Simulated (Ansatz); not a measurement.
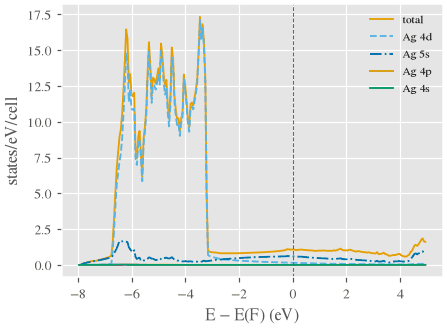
Fig. 1. Total and projected density of states of Ag (dhcp (α-La type), P6_3/mmc), plane-wave PAW r²SCAN (Ansatz code)

Which orbitals carry the states next to the Fermi level?

Within 0.5 eV of the Fermi level: Ag 5s 56 %, Ag 4d 15 %, outside the projected shells 29 %. Projections are on Löwdin-orthogonalised atomic valence shells; empty p or d shells of many metals are not among them.

Where is the tallest occupied peak in this window, and what makes it?

Near -3.4 eV, about 17 states/eV per cell; the largest projected share is Ag 4d.

The first step of the workflow began from a Materials Project structure, measured or hypothetical; the Crystallography Open Database files this formula in space group No. 194, but the cells were not matched. It is not the phase usual at ambient conditions (space group No. 225). Symmetry was held in the r²SCAN relaxation; its stability against distortions is not shown here. The run is not spin-polarised. Scalar-relativistic: spin–orbit coupling is off unless named, which matters more the heavier the elements.

Potentials: the earlier of the program's two PAW sets.
